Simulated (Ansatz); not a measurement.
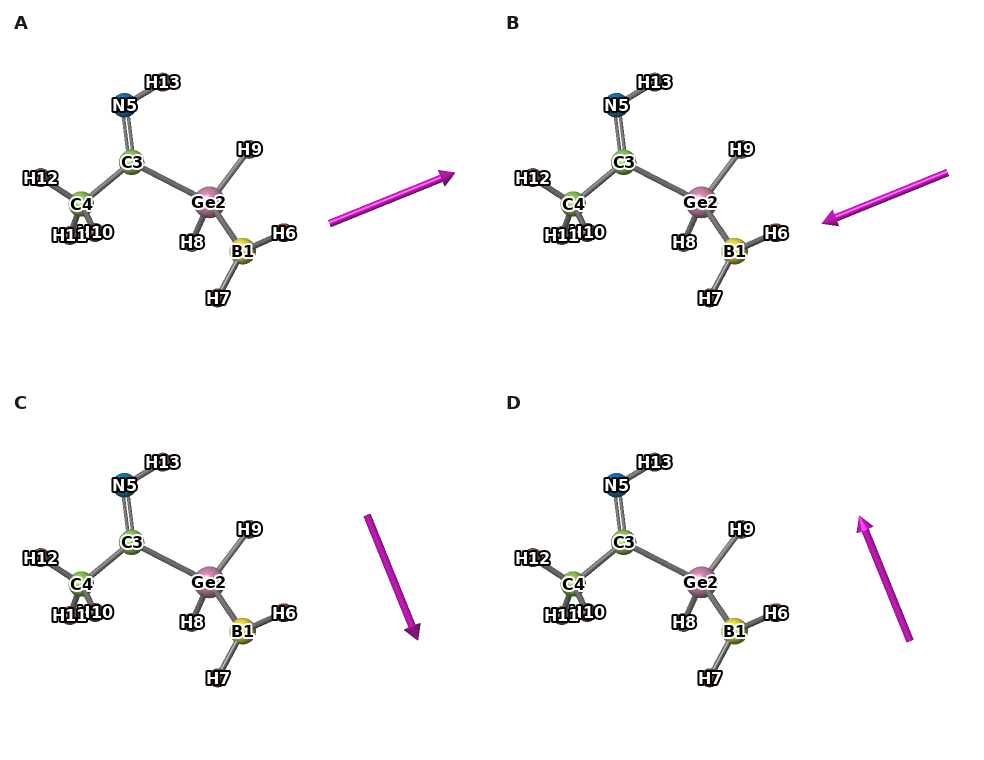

The same molecule four times, each with an arrow. The computed structure is the end point of a PBE-D4/def2-SVP optimisation. No frequency run is at hand to confirm it as a minimum. Properties computed with RKS PBE-D4/def2-SVP (Ansatz 0.2.0).

**Which arrow points along the dipole moment, from the negative to the positive end?**

C. The dipole moment is 0.96 D; it points from the side of N5, H13 to the side of H7 (the outermost atoms at the two ends).
